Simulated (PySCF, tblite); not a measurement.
**C₄H₁₂BNSi: geometry, infrared bands and NMR shifts**

What infrared bands and NMR shifts should C₄H₁₂BNSi (`B[SiH2]NC1CCC1`) show?

The runs use tblite 0.8.0 and PySCF 2.14.0, with density-fitted response routines of our own; the level of theory stands in each step. All values are computed, except where a source is named. Atoms count from 0, in the outputs and in this text.

### Step 1. Starting geometry

19 atoms, charge 0, multiplicity 1; geometry from: force field or distance geometry start.

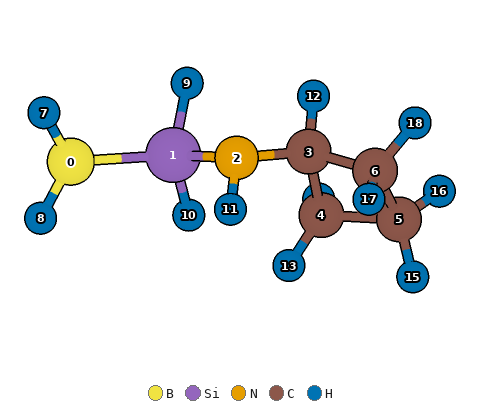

The starting geometry (boron yellow, silicon purple, nitrogen amber, carbon brown, hydrogen blue), atoms numbered; sticks join atoms by distance.

### Step 2. Geometry optimisation with GFN2-xTB

What the job is given:

```
{"job": {"kind": "relax", "xc": "GFN2-xTB", "basis": "xTB"}, "charge": 0, "multiplicity": 1}
B      3.545600     0.659000     0.417000
Si     1.838700     0.157600    -0.355600
N      0.649900    -0.379500     0.881900
C     -0.532000    -0.718100     0.132100
C     -1.030900     0.492300    -0.630300
C     -2.426900     0.067700    -0.190700
C     -1.826300    -0.881100     0.853500
H      4.229900    -0.169900     0.936200
H      3.776600     1.774800     0.641100
H      2.004300    -1.003000    -1.263600
H      1.307000     1.290600    -1.099000
H      0.462300     0.426100     1.553100
H     -0.305000    -1.598000    -0.502000
H     -0.740400     1.467000    -0.188600
H     -0.841000     0.442100    -1.711100
H     -2.982000     0.913500     0.293600
H     -2.946700    -0.483500    -0.978200
H     -1.920100    -0.551400     1.887600
H     -2.272700    -1.896700     0.655400
```

The run is started by

```bash
> OMP_NUM_THREADS=1 python probes_run.py task.json out
```

The driver reads the jobs from task.json and runs them one after another.

The log of the run:

```text
step      E/eV     max force
  0    -558.14656    2.456
  1    -558.42484    0.992
  2    -558.54804    0.717
  3    -558.63828    0.612
  4    -558.70505    0.595
  5    -558.75764    0.417
  6    -558.79339    0.420
  7    -558.82487    0.463
  8    -558.85050    0.356
  9    -558.87164    0.335
 10    -558.89427    0.441
 11    -558.92343    0.513
 12    -558.95264    0.519
 13    -558.97354    0.337
 14    -558.98646    0.243
 15    -558.99667    0.212
 16    -559.00828    0.351
 17    -559.02130    0.373
 18    -559.03158    0.221
 19    -559.03825    0.175
 20    -559.04306    0.170
 21    -559.04780    0.216
 22    -559.05328    0.211
 23    -559.05799    0.138
 24    -559.06095    0.118
 25    -559.06326    0.155
 26    -559.06586    0.154
 27    -559.06846    0.126
 28    -559.07087    0.118
 29    -559.07322    0.105
 30    -559.07600    0.147
 31    -559.07951    0.144
 32    -559.08361    0.181
 33    -559.08742    0.189
 34    -559.09071    0.147
 35    -559.09377    0.158
 36    -559.09630    0.152
 37    -559.09829    0.130
 38    -559.10032    0.118
 39    -559.10283    0.137
 40    -559.10586    0.137
 41    -559.10898    0.130
 42    -559.11178    0.106
 43    -559.11404    0.143
 44    -559.11605    0.127
 45    -559.11811    0.123
 46    -559.12003    0.106
 47    -559.12159    0.097
 48    -559.12278    0.099
 49    -559.12372    0.075
 50    -559.12455    0.072
 51    -559.12522    0.054
 52    -559.12578    0.066
 53    -559.12630    0.057
 54    -559.12685    0.047
 55    -559.12734    0.041
 56    -559.12775    0.043
 57    -559.12815    0.042
 58    -559.12856    0.041
 59    -559.12897    0.042
 60    -559.12938    0.056
 61    -559.12985    0.065
 62    -559.13047    0.057
 63    -559.13119    0.050
 64    -559.13185    0.048
 65    -559.13235    0.051
 66    -559.13284    0.060
 67    -559.13353    0.056
 68    -559.13458    0.072
 69    -559.13584    0.093
 70    -559.13699    0.079
 71    -559.13790    0.072
 72    -559.13910    0.072
 73    -559.14070    0.123
 74    -559.14268    0.153
 75    -559.14476    0.122
 76    -559.14639    0.095
 77    -559.14768    0.083
 78    -559.14858    0.097
 79    -559.14943    0.060
 80    -559.15021    0.050
 81    -559.15059    0.042
 82    -559.15081    0.034
 83    -559.15100    0.033
 84    -559.15124    0.036
 85    -559.15150    0.049
 86    -559.15195    0.070
 87    -559.15268    0.079
 88    -559.15376    0.076
 89    -559.15498    0.076
 90    -559.15613    0.102
 91    -559.15730    0.087
 92    -559.15837    0.119
 93    -559.15996    0.088
 94    -559.16211    0.111
 95    -559.16383    0.118
 96    -559.16539    0.179
 97    -559.16620    0.266
 98    -559.16799    0.151
 99    -559.16977    0.100
100    -559.17094    0.070
101    -559.17211    0.097
102    -559.17280    0.091
103    -559.17379    0.106
104    -559.17531    0.090
105    -559.17614    0.069
106    -559.17677    0.075
107    -559.17743    0.075
108    -559.17812    0.060
109    -559.17914    0.067
110    -559.17957    0.058
111    -559.18015    0.039
112    -559.18042    0.039
113    -559.18064    0.034
114    -559.18082    0.035
115    -559.18098    0.023
116    -559.18108    0.021
117    -559.18115    0.022
118    -559.18120    0.016
119    -559.18124    0.015
120    -559.18127    0.016
121    -559.18130    0.012
122    -559.18131    0.010
123    -559.18133    0.010
```

Run time: 0.76 s. Hardware: 1 thread of Arm Neoverse V2, shared host; peak memory 0.18 GiB.

Step by step: (not every step is listed)

| step | energy from step 0 (eV) | largest force (eV/Å) |
| --- | --- | --- |
| 0 | 0.0000 | 2.4555 |
| 1 | -0.2783 | 0.9917 |
| 2 | -0.4015 | 0.7168 |
| 3 | -0.4917 | 0.6122 |
| 4 | -0.5585 | 0.5949 |
| 5 | -0.6111 | 0.4172 |
| 6 | -0.6468 | 0.4203 |
| 7 | -0.6783 | 0.4627 |
| 8 | -0.7039 | 0.3559 |
| 19 | -0.8917 | 0.1755 |
| 30 | -0.9294 | 0.1472 |
| 41 | -0.9624 | 0.1304 |
| 52 | -0.9792 | 0.0662 |
| 63 | -0.9846 | 0.0503 |
| 74 | -0.9961 | 0.1529 |
| 85 | -1.0049 | 0.0488 |
| 96 | -1.0188 | 0.1785 |
| 107 | -1.0309 | 0.0752 |
| 118 | -1.0346 | 0.0156 |
| 119 | -1.0347 | 0.0147 |
| 120 | -1.0347 | 0.0164 |
| 121 | -1.0347 | 0.0124 |
| 122 | -1.0348 | 0.0100 |
| 123 | -1.0348 | 0.0098 |

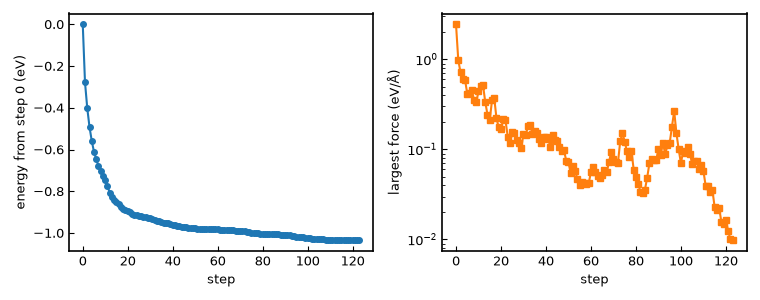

Energy and force, step by step.

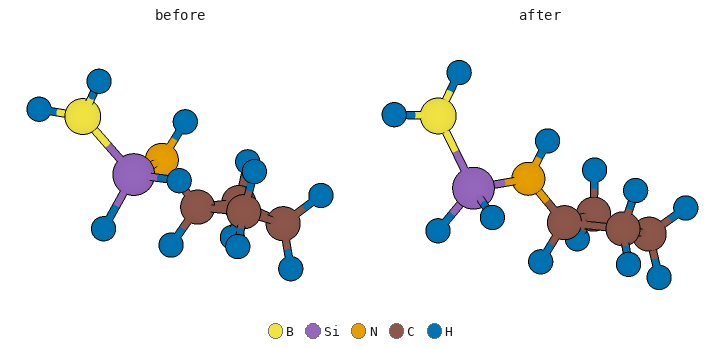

Before and after, at one scale.

Distances of close pairs at the start and the end, largest changes first:

| bond | before (Å) | after (Å) | change (Å) |
| --- | --- | --- | --- |
| Si1–N2 | 1.798 | 1.726 | -0.072 |
| N2–H11 | 1.065 | 1.009 | -0.056 |
| C3–C6 | 1.491 | 1.543 | +0.053 |
| C6–H18 | 1.127 | 1.087 | -0.040 |
| C5–H15 | 1.122 | 1.088 | -0.033 |
| Si1–H10 | 1.456 | 1.489 | +0.033 |
| C3–C4 | 1.515 | 1.547 | +0.032 |
| B0–H7 | 1.194 | 1.169 | -0.025 |

The end geometry stands in the next job.

### Step 3. Infrared spectrum with GFN2-xTB

What the job is given:

```
{"job": {"kind": "ir", "xc": "GFN2-xTB", "basis": "xTB"}, "charge": 0, "multiplicity": 1}
B      3.590612     0.602920     0.810666
Si     2.207964    -0.112776    -0.362867
N      0.677101    -0.032873     0.430906
C     -0.559893    -0.434601    -0.158572
C     -1.491030     0.660508    -0.730867
C     -2.675436    -0.000226    -0.010636
C     -1.693075    -0.859259     0.799158
H      4.716444     0.406285     0.564718
H      3.366452     1.257202     1.753949
H      2.330780    -1.539388    -0.731662
H      2.172513     0.571909    -1.684602
H      0.536044     0.658721     1.152597
H     -0.336770    -1.202844    -0.898917
H     -1.249267     1.643667    -0.330134
H     -1.552210     0.725168    -1.814435
H     -3.316929     0.663953     0.565259
H     -3.293940    -0.593255    -0.680820
H     -1.533741    -0.481372     1.807723
H     -1.905424    -1.924487     0.850960
```

The log of the run:

```text
mode    cm-1     km/mol
  1      42.1      0.03
  2      61.0      0.19
  3      81.4      0.24
  4     106.3      0.09
  5     137.8      0.12
  6     234.0      4.79
  7     351.3      9.08
  8     378.6     23.24
  9     407.7     14.10
 10     474.4     98.35
 11     607.0     46.15
 12     630.6     21.87
 13     670.1      2.71
 14     695.4      8.42
 15     740.1     54.76
 16     772.0    248.14
 17     798.4     10.09
 18     812.8      1.85
 19     848.7    190.70
 20     868.5     66.18
 21     961.9     24.70
 22     975.7      2.92
 23    1032.0      0.06
 24    1045.7     12.21
 25    1049.5      6.65
 26    1093.3     10.40
 27    1183.0      0.80
 28    1184.1     21.67
 29    1195.1    150.64
 30    1199.4     22.95
 31    1230.8      1.85
 32    1238.6      2.56
 33    1241.6      5.20
 34    1258.8      0.43
 35    1282.4      2.12
 36    1394.5    132.64
 37    1473.0      0.06
 38    1473.4      0.29
 39    1494.2      0.52
 40    2035.4    410.69
 41    2134.3    270.67
 42    2650.3     68.30
 43    2680.2    137.14
 44    2977.7     20.00
 45    2994.0     11.57
 46    3001.2      0.59
 47    3012.6     64.43
 48    3013.4     34.24
 49    3015.2     83.58
 50    3023.6     91.44
 51    3435.5      7.01
```

Wall time 0.56 s (1 thread of Arm Neoverse V2, shared host); peak memory 0.18 GiB.

Which atoms move in the most intense modes:

| cm⁻¹ | km/mol | atoms |
| --- | --- | --- |
| 474 | 98.3 | H11 47 %, N2 36 % |
| 772 | 248.1 | H9 33 %, H10 29 %, Si1 14 % |
| 849 | 190.7 | H9 47 %, H10 47 % |
| 1195 | 150.6 | N2 18 %, H12 17 %, H8 16 %, H7 16 % |
| 1394 | 132.6 | H11 35 %, H12 30 %, C3 17 %, N2 16 % |
| 2035 | 410.7 | H10 92 % |
| 2134 | 270.7 | H9 92 % |
| 2680 | 137.1 | H7 65 %, H8 24 %, B0 11 % |

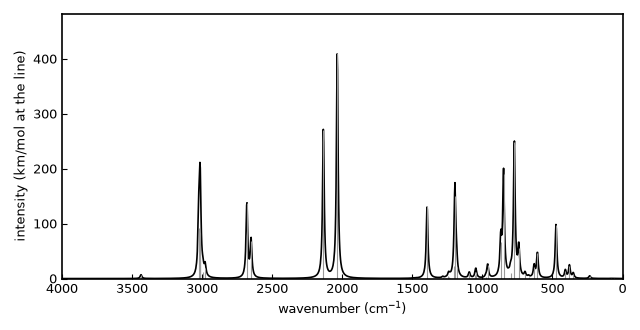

The infrared spectrum from these modes, unscaled. Lines are broadened to a width of 14 cm⁻¹ (Lorentzian).

### Step 4. Nuclear shieldings: PBE0/pcSseg-1

The job, as its differences from that of step 3:

```diff
@@ -1,2 +1,2 @@
-{"job": {"kind": "ir", "xc": "GFN2-xTB", "basis": "xTB"}, "charge": 0, "multiplicity": 1}
+{"job": {"kind": "nmr", "xc": "PBE0", "basis": "pcSseg-1"}, "charge": 0, "multiplicity": 1}
 B      3.590612     0.602920     0.810666
```

With the program's defaults for keys left out, this is: GIAO PBE0/pcSseg-1 NMR shielding, non-relativistic, gas phase.

The log of the run:

```text
coarse grid: 15560 points
cycle   1  E = -528.1308256934  dE =  6.519e-01  |g| = 4.480e-01  |ddm| = 3.849e+00
cycle   2  E = -528.1005201805  dE =  3.031e-02  |g| = 5.854e-01  |ddm| = 1.091e+00
cycle   3  E = -528.1809373568  dE = -8.042e-02  |g| = 7.149e-02  |ddm| = 6.983e-01
cycle   4  E = -528.1819333263  dE = -9.960e-04  |g| = 3.096e-02  |ddm| = 1.014e-01
cycle   5  E = -528.1821498871  dE = -2.166e-04  |g| = 7.082e-03  |ddm| = 3.123e-02
cycle   6  E = -528.1821608726  dE = -1.099e-05  |g| = 1.655e-03  |ddm| = 7.786e-03
cycle   7  E = -528.1821615062  dE = -6.336e-07  |g| = 4.480e-04  |ddm| = 1.780e-03
final grid: 143424 points
cycle   8  E = -528.2218526797  dE = -4.110e-05  |g| = 8.350e-03  |ddm| = 2.772e-02
cycle   9  E = -528.2218427841  dE =  9.896e-06  |g| = 1.065e-02  |ddm| = 1.904e-02
cycle  10  E = -528.2218707189  dE = -2.793e-05  |g| = 8.152e-04  |ddm| = 1.086e-02
cycle  11  E = -528.2218708783  dE = -1.594e-07  |g| = 2.979e-04  |ddm| = 1.115e-03
cycle  12  E = -528.2218708968  dE = -1.851e-08  |g| = 7.101e-05  |ddm| = 2.895e-04
cycle  13  E = -528.2218708981  dE = -1.271e-09  |g| = 1.882e-05  |ddm| = 9.695e-05
cycle  14  E = -528.2218708982  dE = -9.413e-11  |g| = 4.744e-06  |ddm| = 2.289e-05
converged SCF energy = -528.2218708982

GIAO shielding tensors (ppm)
atom      isotropic    diamagn.    paramagn.     s11        s22        s33       span
  0 B      -19.023     198.279    -217.302   -146.986    -57.525    147.441    294.426
  1 Si     402.466     881.944    -479.478    339.517    377.573    490.308    150.792
  2 N      219.418     323.565    -104.147    170.748    208.914    278.592    107.845
  3 C      134.748     241.183    -106.435    111.479    137.051    155.714     44.235
  4 C      149.679     249.557     -99.878    124.777    145.955    178.307     53.529
  5 C      173.852     253.221     -79.369    163.302    175.712    182.543     19.240
  6 C      150.465     249.675     -99.210    128.776    143.099    179.519     50.743
  7 H       21.047      29.047      -8.000      7.998     26.456     28.688     20.690
  8 H       20.912      30.198      -9.286      6.417     27.939     28.380     21.963
  9 H       26.514      29.989      -3.475     22.281     25.445     31.815      9.535
 10 H       26.402      29.751      -3.349     21.947     25.343     31.917      9.970
 11 H       31.701      35.821      -4.121     23.418     31.459     40.225     16.807
 12 H       28.524      32.122      -3.598     24.531     29.645     31.396      6.866
 13 H       30.118      31.941      -1.824     27.305     29.444     33.604      6.299
 14 H       28.999      31.099      -2.100     25.676     27.040     34.282      8.607
 15 H       30.063      29.319       0.744     26.061     27.124     37.004     10.943
 16 H       30.099      29.906       0.193     26.999     27.235     36.063      9.064
 17 H       30.026      31.521      -1.494     27.172     29.175     33.731      6.559
 18 H       29.124      30.393      -1.269     26.038     26.549     34.785      8.747
```

It took 34 s on 1 thread of Arm Neoverse V2, shared host; peak memory 0.85 GiB.

The references, computed at this level on geometries of the same kind, shield at (ppm): ¹H TMS 31.72, ¹³C TMS 186.9, ²⁹Si TMS 349.2, ¹⁵N NH3 267.7, ¹¹B BF3·OEt2 100.1. Their shielding less the atom's gives the shift. The references are single molecules in the gas phase, so shifts against H2O, NH3, PH3, H3PO4 or CFCl3 are not on the usual liquid scales and can be off by tens of ppm. Atoms listed in one row are averaged.

| atoms | environment | σ (ppm) | δ (ppm) | δ scaled to CDCl3 |
| --- | --- | --- | --- | --- |
| C3 | sp3 CH bonded to N | 134.7 | 52.2 | 49.0 |
| C4, C6 | sp3 CH2 in a ring | 150.1 | 36.9 | 34.1 |
| C5 | sp3 CH2 in a ring | 173.9 | 13.1 | 10.8 |
| H7, H8 | hydrogen on a boron bonded to Si | 20.98 | 10.74 | – |
| H9, H10 | hydrogen on a silicon bonded to B, N | 26.46 | 5.26 | – |
| H12 | hydrogen on an sp3 CH bonded to N | 28.52 | 3.19 | 3.12 |
| H14, H18 | hydrogen on an sp3 CH2 in a ring | 29.06 | 2.66 | 2.61 |
| H15 | hydrogen on an sp3 CH2 in a ring | 30.06 | 1.65 | 1.66 |
| H13, H17 | hydrogen on an sp3 CH2 in a ring | 30.07 | 1.64 | 1.66 |
| H16 | hydrogen on an sp3 CH2 in a ring | 30.10 | 1.62 | 1.63 |
| H11 | hydrogen on a nitrogen bonded to C, Si | 31.70 | 0.02 | – |
| B0 | boron bonded to Si, 2 H | -19.0 | 119.1 | – |
| Si1 | silicon bonded to B, N, 2 H | 402.5 | -53.3 | – |
| N2 | nitrogen bonded to C, Si, H | 219.4 | 48.3 | – |

The scaled column applies a straight-line fit of computed shieldings to shifts measured in CDCl3 (root-mean-square error 0.16 ppm for H, 1.9 ppm for C).

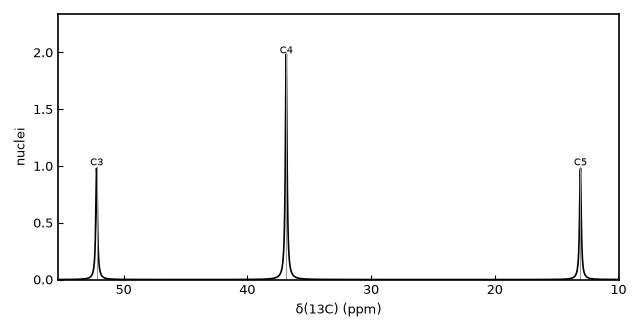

¹³C lines at the computed shifts, without couplings. Lines are broadened to a width of 0.16 ppm (Lorentzian).

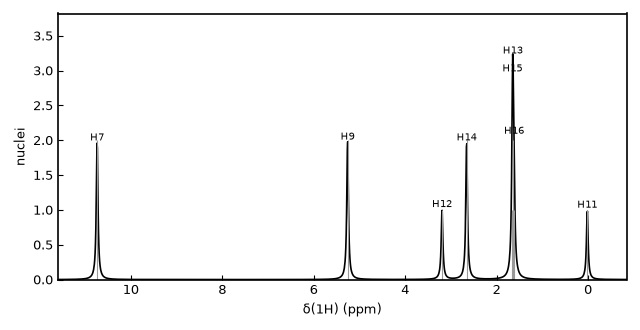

¹H lines at the computed shifts, without couplings. Lines are broadened to a width of 0.04 ppm (Lorentzian).

Charges from the same density, by scheme (e):

| atoms | Mulliken | IAO | Hirshfeld | ESP fit |
| --- | --- | --- | --- | --- |
| B0 | -0.21 | -0.21 | 0.09 | 0.38 |
| Si1 | 0.60 | 0.73 | 0.29 | 0.37 |
| N2 | -0.63 | -0.66 | -0.25 | -0.99 |
| C3 | -0.12 | 0.01 | 0.02 | 0.69 |
| C4, C6 | -0.13 | -0.28 | -0.08 | -0.33 |
| C5 | -0.25 | -0.27 | -0.08 | -0.02 |

ESP fit charges:

B0 0.38; Si1 0.37; N2 -0.99; C3 0.69; C4 -0.32; C5 -0.02; C6 -0.34; H7 -0.16; H8 -0.14; H9 -0.11; H10 -0.13; H11 0.37; H12 -0.01; H13 0.09; H14 0.06; H15 0.04; H16 0.03; H17 0.10; H18 0.07

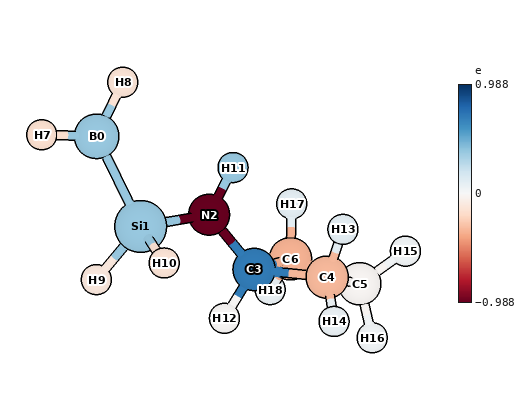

ESP fit charges, as colours on the atoms.

Mayer bond orders: B0–Si1 0.98, Si1–N2 0.98, N2–C3 0.95, C3–C4 1.00, C4–C5 1.05, C5–C6 1.04, C6–C3 1.00.

Ring of atoms C3, C4, C5, C6: NICS(0) -0.8, NICS(1) -0.9, NICS(1)zz 2.9 ppm (means of both faces).

The fields below are evaluated on a grid from the run's orbitals.

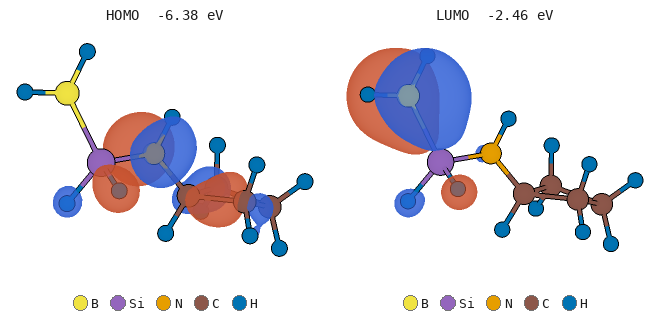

PBE0/pcSseg-1 orbitals near the gap, drawn at the value that encloses 70 % of each; the two colours are the two signs.

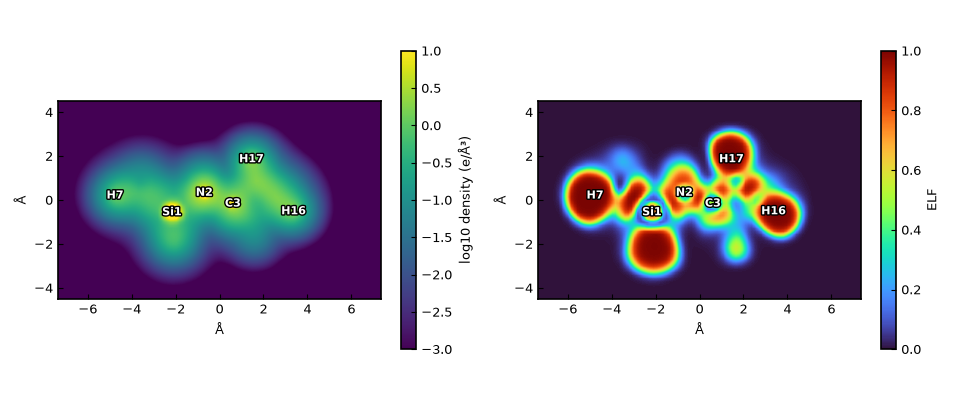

Density (left) and ELF (right) in a plane through or near 6 of the atoms.

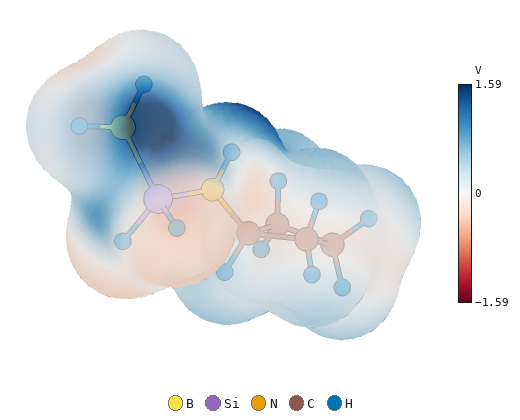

Electrostatic potential on the surface of density 0.002 e/bohr³; red is low, blue high. It runs from -0.86 V near N2 to 1.59 V near B0.

### Step 5. Summary of results

```
                                                               quantity                                                value
                              strongest single infrared mode (GFN2-xTB)                                2035 cm⁻¹, 411 km/mol
                                           zero-point energy (GFN2-xTB)                                        95.4 kcal/mol
¹³C shifts against TMS (PBE0/pcSseg-1, means over atoms taken as alike)                                 52.2, 36.9, 13.1 ppm
 ¹H shifts against TMS (PBE0/pcSseg-1, means over atoms taken as alike)  10.74, 5.26, 3.19, 2.66, 1.65, 1.64, 1.62, 0.02 ppm
                            ¹¹B shifts against BF3·OEt2 (PBE0/pcSseg-1)                                            119.1 ppm
                                ²⁹Si shifts against TMS (PBE0/pcSseg-1)                                            -53.3 ppm
                                 ¹⁵N shifts against NH3 (PBE0/pcSseg-1)                                             48.3 ppm
                                  surface potential, least and greatest                                   -0.86 V and 1.59 V
```

What this shows: The optimisation took 123 steps and gained 1.035 eV; among the close pairs (by a distance rule), Si1–N2 changed most, from 1.798 to 1.726 Å. No mode is imaginary among the 51: a minimum at this level. The strongest single mode, at 2035 cm⁻¹, moves mainly H10. GFN2-xTB is a fitted tight-binding method: band positions and strengths are rough. Its intensities can rank the bands wrongly. At PBE0/pcSseg-1: The widest tensor belongs to B0: span 294 ppm, with a paramagnetic part of -217 ppm. At PBE0/pcSseg-1, counted by nearest atom on the grid, the HOMO lies on N2 54 %; H10 8 %, the LUMO on B0 57 %; H7, H8 about 13 % each.
